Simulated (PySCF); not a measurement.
# Lithium diatomic (Li2): electronic excitations at several levels of theory, part 2 of 2

PySCF 2.14.0. Atoms count from 0. The steps go on from the part before.

### Step 11. Ultraviolet spectrum: LC-wPBE/def2-SVPD

The job: settings as JSON, then the geometry in Å.

```
{"job": {"kind": "uv", "xc": "LC-wPBE", "basis": "def2-SVPD", "ip": true}, "charge": 0, "multiplicity": 1}
Li     1.420225    -0.088477     0.009085
Li    -1.370505     0.000767    -0.031315
```

With the program's defaults for keys left out, this is: TDDFT LC-wPBE/def2-SVPD, vertical, gas phase, core orbitals frozen in the response.

The program printed:

```text
coarse grid: 2152 points
cycle   1  E = -14.9610297270  dE = -7.632e-02  |g| = 3.951e-02  |ddm| = 9.088e-01
cycle   2  E = -14.9625782596  dE = -1.549e-03  |g| = 1.308e-02  |ddm| = 8.035e-02
cycle   3  E = -14.9629251467  dE = -3.469e-04  |g| = 2.655e-03  |ddm| = 5.606e-02
cycle   4  E = -14.9629496880  dE = -2.454e-05  |g| = 4.303e-04  |ddm| = 2.588e-02
cycle   5  E = -14.9629502624  dE = -5.743e-07  |g| = 3.849e-05  |ddm| = 6.418e-03
final grid: 21696 points
cycle   6  E = -14.9565968673  dE = -2.473e-06  |g| = 4.692e-04  |ddm| = 5.579e-03
cycle   7  E = -14.9565971839  dE = -3.166e-07  |g| = 1.773e-04  |ddm| = 1.736e-03
cycle   8  E = -14.9565972449  dE = -6.100e-08  |g| = 2.091e-05  |ddm| = 8.874e-04
cycle   9  E = -14.9565972462  dE = -1.256e-09  |g| = 6.196e-06  |ddm| = 1.335e-04
cycle  10  E = -14.9565972463  dE = -1.363e-10  |g| = 6.113e-07  |ddm| = 8.988e-05
converged SCF energy = -14.9565972463

Static polarisability (au): isotropic 206.746, principal 180.127 180.127 259.985

Singlet excitations
state   eV       nm        f      main configurations
  1   1.9874    623.9   0.45240   H->L 0.99
  2   2.5231    491.4   0.51239   H->L+1 0.94
  3   2.5231    491.4   0.51239   H->L+2 0.94
  4   2.8484    435.3   0.00000   H->L+3 0.91
  5   3.4971    354.5   0.00000   H->L+4 0.90
  6   3.4971    354.5   0.00000   H->L+5 0.90
  7   4.3528    284.8   0.00000   H->L+7 0.95
  8   4.7147    263.0   0.00062   H->L+6 0.94
  9   5.2504    236.1   0.01785   H->L+8 0.95
 10   5.3014    233.9   0.00000   H->L+9 0.95

Triplet excitations (Tamm-Dancoff, eV): 0.9860 1.1363 1.1363 1.8929
Vertical ionisation energy (delta-SCF) = 5.0912 eV
Vertical electron affinity (delta-SCF) = 0.4677 eV
```

It took 1.4 s on 1 thread of Arm Neoverse V1, shared host.

In short: HOMO -5.38 eV, LUMO -0.10 eV; lowest singlet 1.99 eV.

### Step 12. Ultraviolet spectrum: PBE0/6-31G*

The job: settings as JSON, then the geometry in Å.

```
{"job": {"kind": "uv", "xc": "PBE0", "basis": "6-31G*"}, "charge": 0, "multiplicity": 1}
Li     1.420225    -0.088477     0.009085
Li    -1.370505     0.000767    -0.031315
```

Method: TDDFT PBE0/6-31G*, vertical, gas phase, core orbitals frozen in the response.

The program printed:

```text
coarse grid: 2152 points
cycle   1  E = -14.9541330432  dE = -3.415e-02  |g| = 3.782e-02  |ddm| = 6.599e-01
cycle   2  E = -14.9554480658  dE = -1.315e-03  |g| = 7.980e-03  |ddm| = 1.871e-01
cycle   3  E = -14.9555226257  dE = -7.456e-05  |g| = 2.241e-04  |ddm| = 3.637e-02
cycle   4  E = -14.9555226809  dE = -5.519e-08  |g| = 1.707e-05  |ddm| = 1.108e-03
final grid: 21696 points
cycle   5  E = -14.9604619273  dE = -3.977e-06  |g| = 4.338e-04  |ddm| = 7.786e-03
cycle   6  E = -14.9604620625  dE = -1.351e-07  |g| = 4.610e-05  |ddm| = 2.010e-03
cycle   7  E = -14.9604620685  dE = -6.021e-09  |g| = 1.732e-05  |ddm| = 2.292e-04
cycle   8  E = -14.9604620688  dE = -3.137e-10  |g| = 8.241e-07  |ddm| = 1.032e-04
converged SCF energy = -14.9604620688

Static polarisability (au): isotropic 195.677, principal 158.031 158.031 270.967

Singlet excitations
state   eV       nm        f      main configurations
  1   2.0384    608.2   0.49903   H->L 0.99
  2   2.6917    460.6   0.51242   H->L+2 0.95
  3   2.6917    460.6   0.51242   H->L+1 0.95
  4   2.8942    428.4   0.00000   H->L+3 0.99
  5   3.3513    370.0   0.00000   H->L+5 0.93
  6   3.3513    370.0   0.00000   H->L+4 0.93
  7   4.9059    252.7   0.01058   H->L+6 0.99
  8   5.7279    216.5   0.00000   H->L+7 0.97
  9   5.8872    210.6   0.00643   H->L+9 0.71, H->L+8 0.29
 10   5.8872    210.6   0.00643   H->L+8 0.71, H->L+9 0.29

Triplet excitations (Tamm-Dancoff, eV): 0.8661 1.2665 1.2665 1.8476
```

Run time: 0.29 s. Hardware: 1 thread of Arm Neoverse V1, shared host.

This run: HOMO -3.69 eV, LUMO -1.27 eV; lowest singlet 2.04 eV.

### Step 13. Ultraviolet spectrum: PBE0/def2-SVP

The job: settings as JSON, then the geometry in Å.

```
{"job": {"kind": "uv", "xc": "PBE0", "basis": "def2-SVP"}, "charge": 0, "multiplicity": 1}
Li     1.420225    -0.088477     0.009085
Li    -1.370505     0.000767    -0.031315
```

Method: TDDFT PBE0/def2-SVP, vertical, gas phase, core orbitals frozen in the response.

The program printed:

```text
coarse grid: 2152 points
cycle   1  E = -14.9543570226  dE = -3.511e-02  |g| = 4.463e-02  |ddm| = 9.589e-01
cycle   2  E = -14.9555695937  dE = -1.213e-03  |g| = 9.132e-03  |ddm| = 2.153e-01
cycle   3  E = -14.9556486436  dE = -7.905e-05  |g| = 6.207e-04  |ddm| = 3.592e-02
cycle   4  E = -14.9556489292  dE = -2.856e-07  |g| = 2.562e-05  |ddm| = 4.046e-03
final grid: 21696 points
cycle   5  E = -14.9499812499  dE = -2.006e-06  |g| = 3.842e-04  |ddm| = 6.303e-03
cycle   6  E = -14.9499813216  dE = -7.176e-08  |g| = 5.840e-05  |ddm| = 1.863e-03
cycle   7  E = -14.9499813258  dE = -4.210e-09  |g| = 1.095e-05  |ddm| = 2.047e-04
cycle   8  E = -14.9499813259  dE = -1.040e-10  |g| = 4.103e-07  |ddm| = 8.940e-05
converged SCF energy = -14.9499813259

Static polarisability (au): isotropic 167.623, principal 105.325 105.326 292.218

Singlet excitations
state   eV       nm        f      main configurations
  1   1.9139    647.8   0.47372   H->L 0.99
  2   3.2214    384.9   0.00000   H->L+3 0.93
  3   3.2468    381.9   0.48191   H->L+2 0.57, H->L+1 0.43
  4   3.2468    381.9   0.48190   H->L+1 0.57, H->L+2 0.43
  5   4.1341    299.9   0.00000   H->L+6 0.77, H->L+5 0.23
  6   4.1341    299.9   0.00000   H->L+5 0.77, H->L+6 0.23
  7   4.2104    294.5   0.00000   H->L+4 0.93
  8   4.5593    271.9   0.00033   H->L+7 0.99
  9   7.3523    168.6   0.09303   H->L+8 0.99
 10  16.7036     74.2   0.42953   H->L+9 0.72, H->L+10 0.28

Triplet excitations (Tamm-Dancoff, eV): 0.9161 1.5258 1.5258 1.8613
```

Run time: 0.25 s. Hardware: 1 thread of Arm Neoverse V1, shared host.

This run: HOMO -3.71 eV, LUMO -1.33 eV; lowest singlet 1.91 eV.

### Step 14. TDDFT and polarisability: PBE0/def2-TZVP

The job: settings as JSON, then the geometry in Å.

```
{"job": {"kind": "uv", "xc": "PBE0", "basis": "def2-TZVP"}, "charge": 0, "multiplicity": 1}
Li     1.420225    -0.088477     0.009085
Li    -1.370505     0.000767    -0.031315
```

Level: TDDFT PBE0/def2-TZVP, vertical, gas phase, core orbitals frozen in the response.

The program printed:

```text
coarse grid: 2152 points
cycle   1  E = -14.9622917617  dE = -3.587e-02  |g| = 5.140e-02  |ddm| = 7.511e-01
cycle   2  E = -14.9633084507  dE = -1.017e-03  |g| = 1.093e-02  |ddm| = 1.685e-01
cycle   3  E = -14.9633581816  dE = -4.973e-05  |g| = 6.245e-04  |ddm| = 2.200e-02
cycle   4  E = -14.9633585032  dE = -3.215e-07  |g| = 1.353e-04  |ddm| = 3.179e-03
final grid: 21696 points
cycle   5  E = -14.9641887063  dE = -5.656e-06  |g| = 6.972e-04  |ddm| = 6.142e-03
cycle   6  E = -14.9641889225  dE = -2.162e-07  |g| = 9.562e-05  |ddm| = 2.797e-03
cycle   7  E = -14.9641889341  dE = -1.162e-08  |g| = 2.990e-05  |ddm| = 3.655e-04
cycle   8  E = -14.9641889349  dE = -8.354e-10  |g| = 2.501e-06  |ddm| = 1.939e-04
converged SCF energy = -14.9641889349

Static polarisability (au): isotropic 174.852, principal 132.627 132.627 259.302

Singlet excitations
state   eV       nm        f      main configurations
  1   2.0354    609.1   0.47601   H->L 1.00
  2   2.9683    417.7   0.51727   H->L+1 0.95
  3   2.9683    417.7   0.51728   H->L+2 0.95
  4   3.0289    409.3   0.00000   H->L+3 0.97
  5   3.7278    332.6   0.00000   H->L+4 0.97
  6   3.7278    332.6   0.00000   H->L+5 0.97
  7   5.0970    243.2   0.00000   H->L+6 0.97
  8   5.2058    238.2   0.00411   H->L+7 0.98
  9   6.9071    179.5   0.05476   H->L+8 0.97
 10  16.0154     77.4   0.21061   H->L+10 0.65, H->L+9 0.35

Triplet excitations (Tamm-Dancoff, eV): 0.9069 1.3595 1.3595 1.9298
```

Run time: 0.33 s. Hardware: 1 thread of Arm Neoverse V1, shared host.

This run: HOMO -3.77 eV, LUMO -1.32 eV; lowest singlet 2.04 eV.

### Step 15. Comparing the runs: electronic excitations

Excitations and ground-state properties, with basis size and wall time:

```
                run  lowest singlet (eV)  brightest (eV)      f  gap (eV)  α (Å³)  μ (D)  functions    time
       HF/def2-SVPD                 1.96            2.46  0.524      5.01   32.60   0.00         24  0.11 s
      LDA/def2-SVPD                 1.85            2.50  0.500      1.35   32.20   0.00         24  0.48 s
      PBE/def2-SVPD                 1.88            2.54  0.505      1.37   31.62   0.00         24  0.74 s
    B3LYP/def2-SVPD                 1.92            2.55  0.498      2.14   30.56   0.00         24  0.76 s
     PBE0/def2-SVPD                 1.90            2.53  0.510      2.39   31.63   0.00         24  0.66 s
BHandHLYP/def2-SVPD                 1.97            2.55  0.502      3.30   30.19   0.00         24  0.48 s
CAM-B3LYP/def2-SVPD                 1.98            2.56  0.498      3.85   29.65   0.00         24     1 s
  wB97X-D/def2-SVPD                 1.98            2.45  0.528      4.93   32.53   0.00         24  0.91 s
  LC-wPBE/def2-SVPD                 1.99            2.52  0.512      5.27   30.64   0.00         24   1.4 s
        PBE0/6-31G*                 2.04            2.69  0.512      2.42   29.00   0.00         28  0.29 s
      PBE0/def2-SVP                 1.91            3.25  0.482      2.38   24.84   0.00         18  0.25 s
     PBE0/def2-TZVP                 2.04            2.97  0.517      2.45   25.91   0.00         28  0.33 s
```

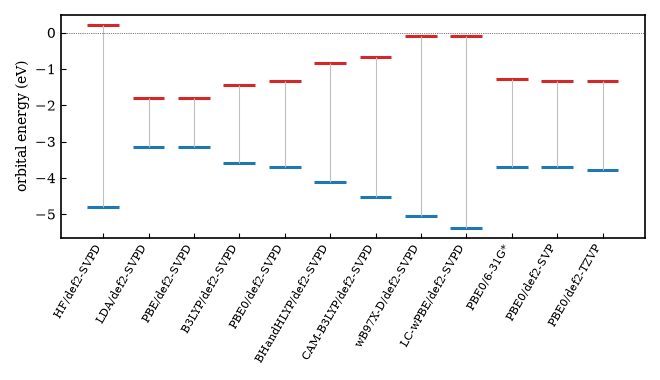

HOMO (blue) and LUMO (red) run by run.

Measured dipole: 0.00 D (gas; NIST CCCBDB Release 22 (SRD 101), experimental dipoles).

### Step 16. Summary of results

This closing draws on all 2 parts.

```
                                quantity                        value
                             point group                        Dinfh
    rotational constants (main isotopes)             18.48, 18.48 GHz
           lowest singlet (HF/def2-SVPD)  1.96 eV (632 nm), f = 0.467
brightest single state of those computed  state 2, 2.46 eV, f = 0.524
                          lowest triplet                      0.65 eV
       vertical ionisation energy (ΔSCF)                      4.28 eV
             range of the lowest singlet              1.85 to 2.04 eV
```

In words: Single values in the summary come from the first run of each kind that ended normally (HF/def2-SVPD), which need not be the best level. The start was shaken at random, so part of the energy gained undoes that. Over 4 steps the energy fell by 0.148 eV; of the close pairs, Li0–Li1 changed most, 2.387 to 2.792 Å. The lowest computed singlet (1.96 eV, vertical) stands against 1.74 eV for the lowest singlet in the measured list, an adiabatic value that should lie below a vertical one; the two are paired by order alone, not by symmetry. The lowest singlet, at 1.96 eV, is HOMO→LUMO 0.98 and is bright; of the 10 states computed, the strongest absorption comes from states 2 to 3 together at 2.46 eV. State 1 absorbs in the visible (632 nm). The lowest triplet lies 1.32 eV below the lowest singlet (triplets in Tamm-Dancoff, singlets in full TDDFT). At HF/def2-SVPD, the highest states lie near or above the ionisation energy, where they hang on the basis. The orbital energy would give 4.81 eV for ionisation, ΔSCF gives 4.28 eV. The dipole moment, 0.00 D, compares with 0.00 D measured. The lowest singlet runs from 1.85 eV (LDA/def2-SVPD) to 2.04 eV (PBE0/6-31G*), while the orbital gap spans 1.35 to 5.27 eV. The lowest state need not be the same one in every run.
